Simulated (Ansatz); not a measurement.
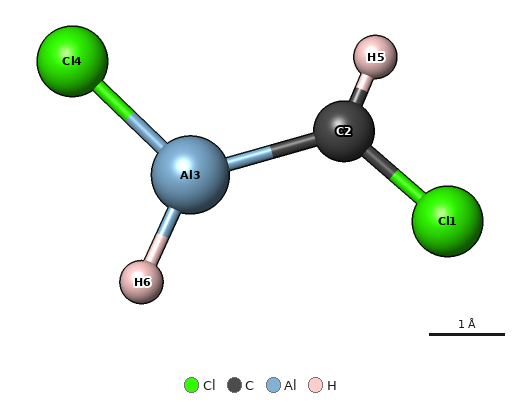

Fig. 1: The structure (ball-and-stick view, seen at a tilt; atoms are numbered from 1 in the order of the input). Sticks mark near contacts. Bond lengths as drawn: Al–C 2.15 Å, Al–Cl 2.21 Å, Al–H 1.60 Å, C–Cl 1.85 Å and C–H 1.09 Å.

# What a change does: single-point calculation on CH2AlCl2

System: CH2AlCl2, charge −1, SMILES Cl[CH-][AlH][Cl].
Method of run 1: RKS PBE0-D4/def2-SVPD (Ansatz 0.2.0).

Text and figures count atoms from 1; the logs count them from 0 in places.

The input, run 1:
```yaml
crystal:
  periodic: [false, false, false]
  atoms:
    - { symbol: Cl, position_ang: [0.809207, 1.705481, -1.622662] }
    - { symbol: C, position_ang: [-0.344628, 0.643538, -0.63547] }
    - { symbol: Al, position_ang: [0.346738, -0.808702, 0.795761] }
    - { symbol: Cl, position_ang: [-1.115613, -2.025722, 1.92144] }
    - { symbol: H, position_ang: [-1.372557, 0.895124, -0.915997] }
    - { symbol: H, position_ang: [1.831242, -1.206554, 1.234193] }
total_charge: -1
basis:
  gaussian: { orbitals: def2-SVPD }
hamiltonian:
  xc: pbe0
  dispersion: d4
output:
  forces: true
```

Launched with:
```bash
ansatz run input.yaml --threads 1 --pin off --max-ram 2560MiB --backend cpu --events-out ev --progress --plain --runs-dir out
```

Hardware: 1 thread of Arm Neoverse V2, 24 GiB of memory available, shared host.

Output (run 1):
```
Engine: ansatz 0.2.0, aarch64-unknown-linux-gnu
Functional definition: PBE0
  parameter a = 0.25
  parameter kappa = 0.804
  parameter beta = 0.06672455060314922
  exchange = (1 - a)*pbe_x(kappa = kappa, mu = beta*pi^2/3) + a*exact_x
  correlation = pbe_c(beta = beta)
1063 factors; integrals over basis functions are off by at most 1.1e-3 eV
mean field evaluation 1: about -32687.6037 eV, gradient 2.9e1 eV
mean field evaluation 2: about -32673.7796 eV, gradient 6.4e1 eV
mean field evaluation 4: about -32690.2261 eV, gradient 2.8e0 eV
mean field evaluation 8: about -32690.2747 eV, gradient 3.4e-1 eV
mean field evaluation 16: about -32690.2752 eV, gradient 9.1e-5 eV
mean field -32690.27516135 eV, -1201.3454539153 hartree, gradient 2.1e-5 eV, S^2 0.000000; 0 other end points of the search recorded, 0 dependent functions left out
the calculation of the forces begins
reference -32690.27519784 eV, -1201.3454552563 hartree; 28, 28 occupied and 86, 86 virtual orbitals, 1063 factors
Total energy: -32690.40394802 eV, -1201.3501867381 hartree
Atom 0 at     0.809207     1.705481    -1.622662 Å, force    -0.540216    -0.561020     0.524178 eV/Å
Atom 1 at    -0.344628     0.643538    -0.635470 Å, force     1.793391    -2.128007     2.124893 eV/Å
Atom 2 at     0.346738    -0.808702     0.795761 Å, force    -1.294056     2.531696    -2.498578 eV/Å
Atom 3 at    -1.115613    -2.025722     1.921440 Å, force     0.084936     0.107323    -0.100698 eV/Å
Atom 4 at    -1.372557     0.895124    -0.915997 Å, force     0.024241    -0.025680     0.025841 eV/Å
Atom 5 at     1.831242    -1.206554     1.234193 Å, force    -0.068295     0.075687    -0.075636 eV/Å
Dipole moment:    -0.049391    -0.230618     0.221551 e Å
```

For run 2 the input was changed thus:
```diff
-    - { symbol: C, position_ang: [-0.344628, 0.643538, -0.63547] }
-    - { symbol: Al, position_ang: [0.346738, -0.808702, 0.795761] }
-    - { symbol: Cl, position_ang: [-1.115613, -2.025722, 1.92144] }
-    - { symbol: H, position_ang: [-1.372557, 0.895124, -0.915997] }
-    - { symbol: H, position_ang: [1.831242, -1.206554, 1.234193] }
+    - { symbol: C, position_ang: [-0.593702, 0.4143, -0.422368] }
+    - { symbol: Al, position_ang: [0.119179, -1.083132, 1.053402] }
+    - { symbol: Cl, position_ang: [-1.343172, -2.300152, 2.179081] }
+    - { symbol: H, position_ang: [-1.621631, 0.665887, -0.702895] }
+    - { symbol: H, position_ang: [1.603683, -1.480985, 1.491833] }
```

How does run 2 compare with run 1?

With the same method and basis, run 2 lies 26.6 kcal/mol higher. The largest force goes from 3.785 to 3.856 eV/Å.

Output (run 2):
```
Engine: ansatz 0.2.0, aarch64-unknown-linux-gnu
Functional definition: PBE0
  parameter a = 0.25
  parameter kappa = 0.804
  parameter beta = 0.06672455060314922
  exchange = (1 - a)*pbe_x(kappa = kappa, mu = beta*pi^2/3) + a*exact_x
  correlation = pbe_c(beta = beta)
1065 factors; integrals over basis functions are off by at most 9.4e-4 eV
mean field evaluation 1: about -32686.7820 eV, gradient 2.6e1 eV
mean field evaluation 2: about -32671.4356 eV, gradient 6.3e1 eV
mean field evaluation 4: about -32689.0881 eV, gradient 2.3e0 eV
mean field evaluation 8: about -32689.1285 eV, gradient 2.9e-1 eV
mean field evaluation 16: about -32689.1288 eV, gradient 3.4e-5 eV
mean field -32689.12881583 eV, -1201.3033264945 hartree, gradient 3.3e-5 eV, S^2 0.000000; 0 other end points of the search recorded, 0 dependent functions left out
the calculation of the forces begins
reference -32689.12885289 eV, -1201.3033278564 hartree; 28, 28 occupied and 86, 86 virtual orbitals, 1065 factors
Total energy: -32689.25151153 eV, -1201.3078354783 hartree
Atom 0 at     0.809207     1.705481    -1.622662 Å, force    -1.643685    -1.472140     1.367061 eV/Å
Atom 1 at    -0.593702     0.414300    -0.422368 Å, force     2.485492    -1.985812     2.011927 eV/Å
Atom 2 at     0.119179    -1.083132     1.053402 Å, force    -1.057401     2.644894    -2.599781 eV/Å
Atom 3 at    -1.343172    -2.300152     2.179081 Å, force     0.152820     0.250445    -0.236829 eV/Å
Atom 4 at    -1.621631     0.665887    -0.702895 Å, force     0.214828     0.458959    -0.436683 eV/Å
Atom 5 at     1.603683    -1.480985     1.491833 Å, force    -0.152054     0.103653    -0.105695 eV/Å
Dipole moment:    -0.186576    -0.557262     0.532991 e Å
```

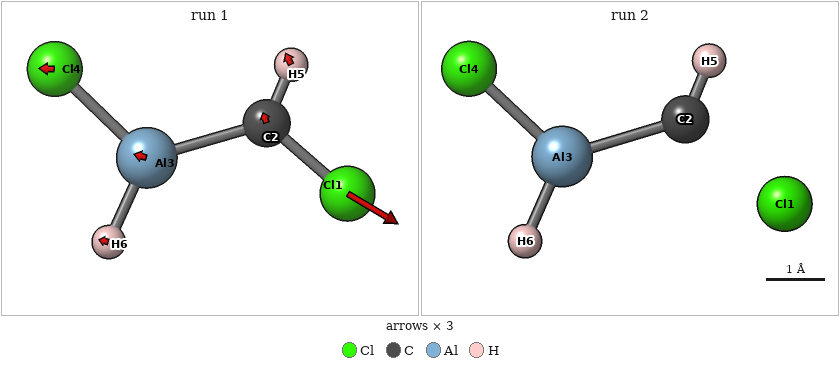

Fig. 2: The two input geometries at one scale (ball-and-stick view, seen on its broad side). The red arrows on the first give the shifts of the atoms after the best rigid fit, magnified 3 times. The largest move after the best rigid fit is that of Cl1, 0.34 Å. By element the largest moves are Cl 0.34 Å, Al 0.08 Å, H 0.08 Å, C 0.07 Å. Among the contacts that change: Cl1–C2 1.853 → 2.253 Å, C2–Al3 2.153 → 2.220 Å.

The two runs side by side:

| quantity | run 1 | run 2 |
| --- | --- | --- |
| outcome | converged | converged |
| total energy (hartree) | −1201.350187 | −1201.307835 |
| largest force (eV/Å) | 3.785 | 3.856 |
| basis functions | 114 | 114 |
| wall time (shared host) | 4.3 s | 4.8 s |
